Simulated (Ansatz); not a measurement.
# Calculations on SiH5O2Cl

**1. Relaxation**

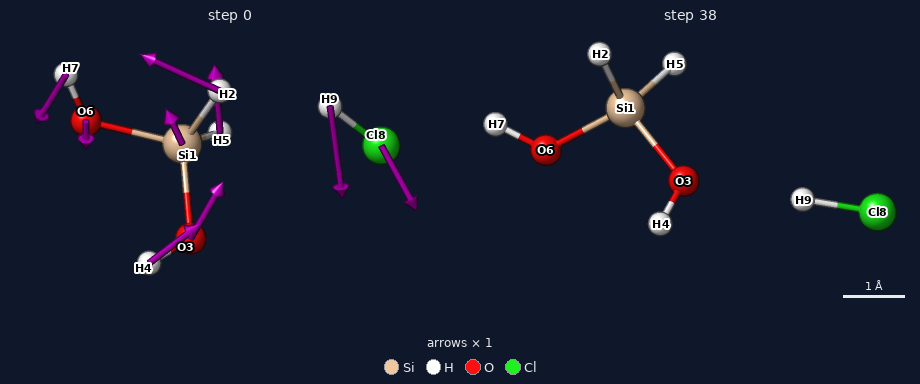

The structure of SiH5O2Cl before (left) and after (right) a relaxation, at one scale. The purple arrows give the displacements, at their true length.

Style: ball-and-stick. Shown face on.

The run prepares an end point of a later path (reaction) calculation, from a guessed geometry.

Method: RHF/def2-SVP (Ansatz). Settings: no spin polarisation; force threshold 0.03 eV/Å; at most 50 steps.

Describe what moved and what it gained.

The largest move after the best rigid fit is that of H9, 1.73 Å. Largest moves by element: H 1.73 Å, Cl 1.27 Å, O 1.18 Å, Si 0.72 Å. Near-neighbour distances that change, for instance: Cl8–H9 1.319 → 1.281 Å, Si1–O3 1.637 → 1.652 Å, Si1–H2 1.470 → 1.479 Å, Si1–O6 1.650 → 1.643 Å. Among the angles between lasting bonds that change: O3–Si1–H5 108.8° → 105.7°, H2–Si1–O6 106.9° → 108.9°. Over 34 accepted moves (38 points after the start) the energy falls by 38.8 kJ/mol. The largest force component goes from 1.4 to 0.012 eV/Å. The line search rejected the trial steps at points 8, 20, 26, 31 of the run.

Limits of the set-up: Hartree-Fock leaves out electron correlation.

**2. Relaxation**

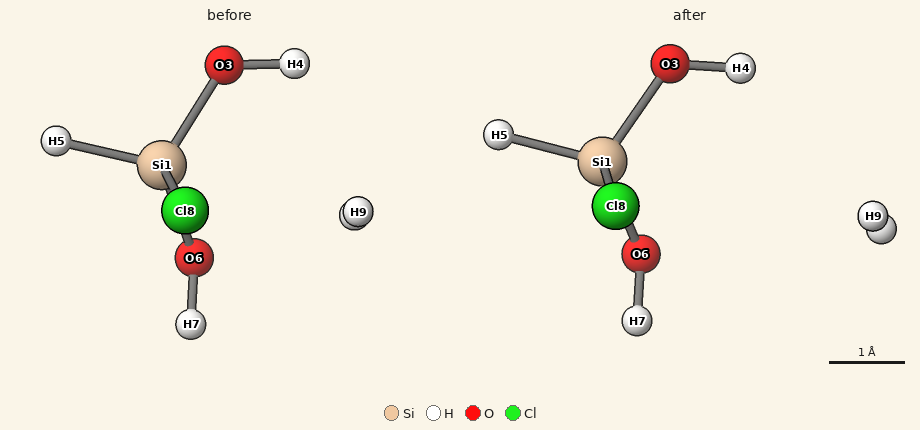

The structure of SiH$_{5}$O$_{2}$Cl before (left) and after (right) a relaxation, at one scale.

The picture is a ball-and-stick view, seen at a tilt.

The run prepares an end point of a later path (reaction) calculation, from a guessed geometry.

All numbers below come from RHF/def2-SVP (Ansatz 0.2.0). Settings: no spin polarisation; force threshold 0.03 eV/Å; at most 50 steps.

> Describe what moved and what it gained.

The largest move after the best rigid fit is that of an H atom, 0.92 Å. By element the largest moves are H 0.92 Å, Cl 0.40 Å, Si 0.27 Å, O 0.19 Å. Some distances before and after: H–H 0.709 → 0.748 Å, Cl–Si 2.111 → 2.076 Å. Over 8 accepted moves (9 points after the start) the energy falls by 6.83 kcal/mol. The largest force component goes from 1.5 to 0.022 eV/Å. The line search rejected the trial step at point 5 of the run.

Limits of the set-up: the start holds two separate molecules, 2.3 Å apart at their closest, whose relative position is a soft coordinate and is computed without a dispersion correction; Hartree-Fock leaves out electron correlation.

**3. Path**

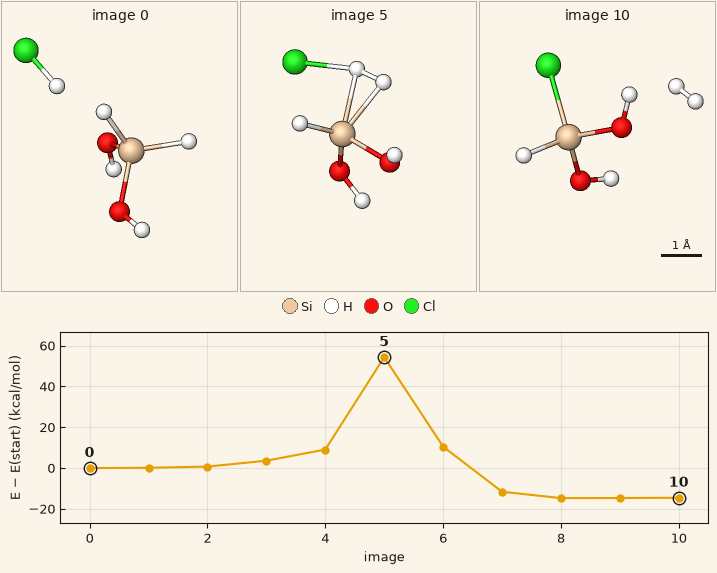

NEB run on SiH₅O₂Cl. Images are numbered from 0 (start) to 10 (end). A ball-and-stick model, seen from a free direction.

Theory: RHF/def2-SVP (Ansatz). Settings: 9 movable images; climbing image; force threshold 0.05 eV/Å; iteration limit 60; starting path through a guess of the saddle point.

Question: Read off the barrier and say what moves.

Answer: Breaking: Cl–H (1.28 → 3.61 Å), H–Si (1.48 → 3.86 Å). Forming: H–H (4.26 → 0.75 Å), Cl–Si (4.54 → 2.08 Å). Forward barrier 54.4 kcal/mol, backward barrier 69.0 kcal/mol, with image 5 at the top; the reaction energy is −14.6 kcal/mol. Image 8 lies below both ends, at −14.7 kcal/mol, which points to an intermediate minimum that so few images don't resolve. The band converged in 26 iterations. The largest component of the band force went from 9 to 0.05 eV/Å. The climbing image converged on the top of the path. Its vibrational analysis gives one imaginary mode (952i cm⁻¹), as a transition state must have.

Limits of the set-up: Hartree-Fock leaves out electron correlation.

The run took 4.9 min on 1 thread of Arm Neoverse V2, with other jobs on the host, peak memory 0.18 GiB.
